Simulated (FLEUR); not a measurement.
# Anisotropy of FePt (c factor at fixed volume 1.03 on the database's cell) with FLEUR, part 2 of 2

Wanted: anisotropy for FePt (c factor at fixed volume 1.03 on the database's cell), with the cost of each step.

FLEUR MaX-R8.1; PBE; all-electron FLAPW, Dirac cores, scalar-relativistic bands.

So far. Step 2 (The magnetic state): After 23 cycles the largest moment stands at 2.98 μB.

### 5. Spin–orbit coupling, moments along [001]

Level of this step: PBE; all-electron FLAPW, Dirac cores, scalar-relativistic bands with spin-orbit coupling (FLEUR).

Spin–orbit coupling ties the spins to the lattice and lets orbital moments form.

A new self-consistent run of the start ferro +, with the moments along z. The k list default-1 (kpts.xml, not shown) is a Γ-centred 21×21×15 mesh.

The input, inp.xml:

```
<?xml version="1.0" encoding="UTF-8" standalone="no"?>
<fleurInput fleurInputVersion="0.39">
   <comment>
      FePt
   </comment>
   <calculationSetup>
      <cutoffs Kmax="3.6" Gmax="10.8" GmaxXC="10.8" numbands="72"/>
      <scfLoop itmax="110" minDistance="0.00002" maxIterBroyd="15" imix="Anderson" alpha="0.05" precondParam="0.0" spinf="2.0" sdNocoIR="T"/>
      <coreElectrons ctail="T" frcor="F" kcrel="0" coretail_lmax="0"/>
      <xcFunctional name="pbe" relativisticCorrections="F"/>
      <magnetism jspins="2"/>
      <soc l_soc="T" theta="0.0" phi="0.0" spav="F"/>
      <expertModes spex="0" secvar="F"/>
      <geometryOptimization l_f="F" forcealpha="1.0" forcemix="BFGS" epsdisp="0.00001" epsforce="0.00001"/>
      <ldaU l_linMix="F" mixParam="0.05" spinf="1.0"/>
   </calculationSetup>
   <cell>
      <bzIntegration valenceElectrons="32.0" mode="hist" fermiSmearingEnergy="0.00183747">
         <kPointListSelection listName="default-1"/>
         <xi:include xmlns:xi="http://www.w3.org/2001/XInclude" href="kpts.xml"> </xi:include>
      </bzIntegration>
      <xi:include xmlns:xi="http://www.w3.org/2001/XInclude" href="sym.xml"> </xi:include>
      <bulkLattice scale="1.0">
         <bravaisMatrix>
            <row-1>    5.0711637513341579     0.0000000000000000     0.0000000000000000</row-1>
            <row-2>    0.0000000000000000     5.0711637513341579     0.0000000000000000</row-2>
            <row-3>    0.0000000000000000     0.0000000000000000     7.2406746190173594</row-3>
         </bravaisMatrix>
      </bulkLattice>
   </cell>
   <atomSpecies>
      <species name="Iron (Fe) 2.800" element="Fe" atomicNumber="26">
         <mtSphere radius="2.47" gridPoints="817" logIncrement="0.015"/>
         <atomicCutoffs lmax="10" lnonsphr="8"/>
         <electronConfig flipSpins="F">
            <coreConfig>(1s1/2) (2s1/2) (2p1/2) (2p3/2)</coreConfig>
            <valenceConfig>(3s1/2) (3p1/2) (3p3/2) (4s1/2) (3d3/2) (3d5/2)</valenceConfig>
            <stateOccupation state="(3d3/2)" spinUp="1.4" spinDown="1.0"/>
            <stateOccupation state="(3d5/2)" spinUp="3.0" spinDown="0.6"/>
         </electronConfig>
         <energyParameters s="4" p="4" d="3" f="4"/>
         <lo type="SCLO" l="0" n="3" eDeriv="0"/>
         <lo type="SCLO" l="1" n="3" eDeriv="0"/>
      </species>
      <species name="Platinum (Pt)" element="Pt" atomicNumber="78">
         <mtSphere radius="2.47" gridPoints="817" logIncrement="0.016"/>
         <atomicCutoffs lmax="10" lnonsphr="8"/>
         <electronConfig flipSpins="F">
            <coreConfig>(1s1/2) (2s1/2) (2p1/2) (2p3/2) (3s1/2) (3p1/2) (3p3/2) (4s1/2) (3d3/2) (3d5/2) (4p1/2) (4p3/2) (5s1/2) (4d3/2) (4d5/2) (4f5/2) (4f7/2)</coreConfig>
            <valenceConfig>(5p1/2) (5p3/2) (6s1/2) (5d3/2) (5d5/2)</valenceConfig>
            <stateOccupation state="(6s1/2)" spinUp="0.500000" spinDown="0.500000"/>
            <stateOccupation state="(5d3/2)" spinUp="1.800000" spinDown="1.800000"/>
            <stateOccupation state="(5d5/2)" spinUp="2.700000" spinDown="2.700000"/>
         </electronConfig>
         <energyParameters s="6" p="6" d="5" f="5"/>
         <lo type="SCLO" l="1" n="5" eDeriv="0"/>
      </species>
   </atomSpecies>
   <atomGroups>
      <atomGroup species="Iron (Fe) 2.800">
         <relPos label="                   1">.0000000000 .0000000000 .0000000000</relPos>
         <force calculate="T" relaxXYZ="TTT"/>
      </atomGroup>
      <atomGroup species="Platinum (Pt)">
         <relPos label="                   2">1.000/2.000 1.000/2.000 1.000/2.000</relPos>
         <force calculate="T" relaxXYZ="TTT"/>
      </atomGroup>
   </atomGroups>
   <output dos="F" band="F" slice="F">
      <bandDOS minEnergy="-.5*Htr" maxEnergy="0.5*Htr" sigma="0.015" storeEVData="T"/>
      <plotting iplot="0" polar="F">
         <plot TwoD="T" vec1="  1.0  0.0  0.0" vec2="  0.0  1.0  0.0" vec3="  0.0  0.0  1.0" zero="  0.0  0.0  0.0" file="plot"/>
      </plotting>
      <moessbauerParams electricFieldGradient="F" isomerShift="F" coreHyperfine="F" valenceHyperfine="F"/>
   </output>
</fleurInput>
```

The input, crystal.txt:

```
FePt
&input film=F cartesian=F /
2.68354429000  0.00000000000  0.00000000000
0.00000000000  2.68354429000  0.00000000000
0.00000000000  0.00000000000  3.83160000000
1.8897261246
1.0 1.0 1.0

2
26 0.00000000000  0.00000000000  0.00000000000 : 2.800
78 0.50000000000  0.50000000000  0.50000000000

&soc 0.0000000 0.0000000 /
&kpt div1=21 div2=21 div3=15 gamma=T /
```

The run is started by

```bash
$ OMP_NUM_THREADS=1 inpgen -f crystal.txt > inpgen.log  # inp.xml is then edited as shown
$ OMP_NUM_THREADS=1 mpirun -n 4 fleur_MPI > fleur.log
```

What it wrote:

```text
[banner, memory and clock lines left out]
Welcome to FLEUR        (www.flapw.de)
      MaX-Release 8.1          (www.max-centre.eu)

 ========== k-point set info ==========
 Selected k-point list: default-1
 k-point list type: mesh
 21 x 21 x 15
 Number of k points: 888

 [... set-up left out ...]
 Iteration:     1   Distance:      42.37822003 me/bohr^3
 Iteration:     2   Distance:      15.80194172 me/bohr^3
 Iteration:     3   Distance:      13.19118441 me/bohr^3
 Iteration:     4   Distance:       8.62991918 me/bohr^3
 Iteration:     5   Distance:       8.29075425 me/bohr^3
 Iteration:     6   Distance:       8.64480080 me/bohr^3
 Iteration:     7   Distance:       3.70100161 me/bohr^3
 Iteration:     8   Distance:       2.51487001 me/bohr^3
 Iteration:     9   Distance:       1.02716346 me/bohr^3
 Iteration:    10   Distance:       0.80357278 me/bohr^3
 Iteration:    11   Distance:       0.14263474 me/bohr^3
 Iteration:    12   Distance:       0.07951482 me/bohr^3
 Iteration:    13   Distance:       0.03115839 me/bohr^3
 Iteration:    14   Distance:       0.03655199 me/bohr^3
[... lines left out ...]
 Iteration:    19   Distance:       0.00175712 me/bohr^3
 Iteration:    20   Distance:       0.00181291 me/bohr^3
 Iteration:    21   Distance:       0.00046801 me/bohr^3
 Iteration:    22   Distance:       0.00013665 me/bohr^3
 Iteration:    23   Distance:       0.00013755 me/bohr^3
 Iteration:    24   Distance:       0.00002934 me/bohr^3
 Iteration:    25   Distance:       0.00000343 me/bohr^3

 ********************************************************************
 Run finished successfully
 Stop message:
   all done
 ********************************************************************

--- out.xml (last complete iteration) ---
<iteration numberForCurrentRun="   25" overallNumber="   25">
         [... left out ...]
         <bandgap value="0.0000000000" units="eV"/>
         <sumValenceSingleParticleEnergies value="-18.3666430950" units="Htr"/>
         <FermiEnergy value="0.4270426002" units="Htr"/>
         [... left out ...]
         <magneticMomentsInMTSpheres units="muBohr">
            <globalMagMoment atomType="1" vec="0.00000   0.00000   2.92743"/>
            <globalMagMoment atomType="2" vec="0.00000   0.00000   0.33640"/>
         </magneticMomentsInMTSpheres>
         <orbitalMomentsInMTSpheres units="muBohr">
            <globalMagMoment atomType="1" vec="0.00000   0.00000   0.06484"/>
            <globalMagMoment atomType="2" vec="0.00000   0.00000   0.03954"/>
         </orbitalMomentsInMTSpheres>
         [... left out ...]
         <totalEnergy value="   -19719.5940885215" units="Htr">
            <sumOfEigenvalues value="   -12061.8492361616">
               <coreElectrons value="-12043.4825930666"/>
               <valenceElectrons value="-18.3666430950"/>
            </sumOfEigenvalues>
         [... left out ...]
            <freeEnergy value="-19719.5944764904"/>
            <extrapolationTo0K value="-19719.5942825060"/>
         </totalEnergy>
         <densityConvergence units="me/bohr^3">
            <chargeDensity spin="1" distance="0.0000020672"/>
            <chargeDensity spin="2" distance="0.0000026772"/>
            <overallChargeDensity distance="0.0000033365"/>
            <spinDensity distance="0.0000034277"/>
         </densityConvergence>
      </iteration>
```

Run time: 8.4 min. Hardware: 4 MPI ranks of Arm Neoverse V2, shared host; peak memory 0.94 GiB; 33 min of CPU time.

Spin moment in the muffin-tin sphere by atom:

```
atom  spin moment in the muffin-tin sphere (μB)
 Fe1                                       2.93
 Pt2                                       0.34
```

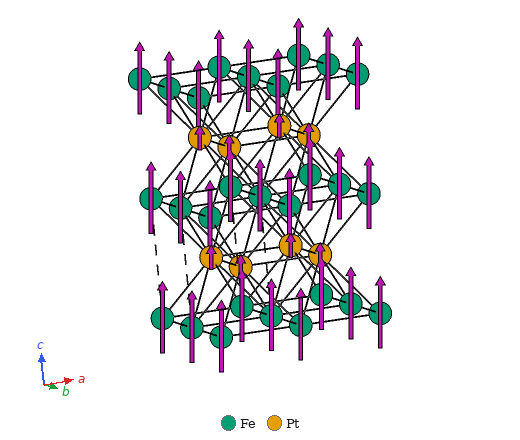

Spin moment in the muffin-tin sphere as arrows, the longest 2.93 μB. Up and down stand for the sign. Arrows give size and sign along the axis of quantisation, drawn up and down the page. Each arrow also spans its atom, so small moments look longer than they are. 2×2×2 cells are drawn. Some periodic images of atoms are drawn too.

Read from the output:

- free energy: -536597.5019 eV
- program's band gap on this mesh (in a metal only a level spacing): 0 eV
- magnetization: 3.192 μB
- final state: ferromagnetic
- orbital moment along the spin: 0.06484 μB

Orbital moment in the sphere, along the spin axis by atom:

```
atom  orbital moment in the sphere, along the spin axis (μB)
 Fe1                                                  0.0648
 Pt2                                                  0.0395
```

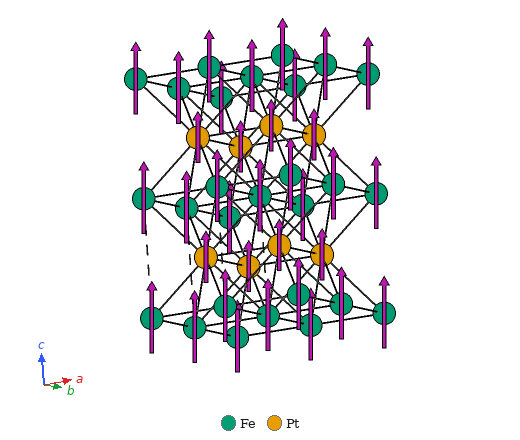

Orbital moment in the sphere, along the spin axis as arrows, the longest 0.0648 μB. Up and down stand for the sign. Arrows give size and sign along the axis of quantisation, drawn up and down the page. 2×2×2 cells are drawn. Some periodic images of atoms are drawn too.

### 6. What came out

```yaml
reference_state: ferromagnetic
largest_sphere_moment: 2.98 μB
easy_direction_of_those_tried: [001]
energy_along_100_less_001_force_theorem: 2.90 meV a primitive cell
orbital_moment_on_the_atom_of_largest_spin_along_its_spin_spin_orbit_run: 0.0648 μB
```

**Reading.** By the force theorem the moments prefer [001]; shape anisotropy is not in it. The difference for the second direction goes from 2.9 meV (mesh 14×14×10, 72 states, 5.4 min of CPU time) to 2.9 meV (mesh 21×21×15, 72 states, 18 min). The orbital moment is parallel to the spin. The state was typed, and no other order was converged beside it, so it need not be the ground state.

[Logs and program files are shortened in this print: banners, set-up blocks, solver, clock and traceback lines can be left out without a mark of their own.]

[Logs are printed without paths, hosts, clocks, repeated set-up lines and the standing remarks that a program may print on its own settings, such as how far it seeks lower states.]

[Hosts, paths, dates, database ids (printed as entryN), source tags and the programs' standing remarks are cut or masked in the printed files.]

[Where a cell is said to come from a database of computed structures, the database is the Materials Project.]
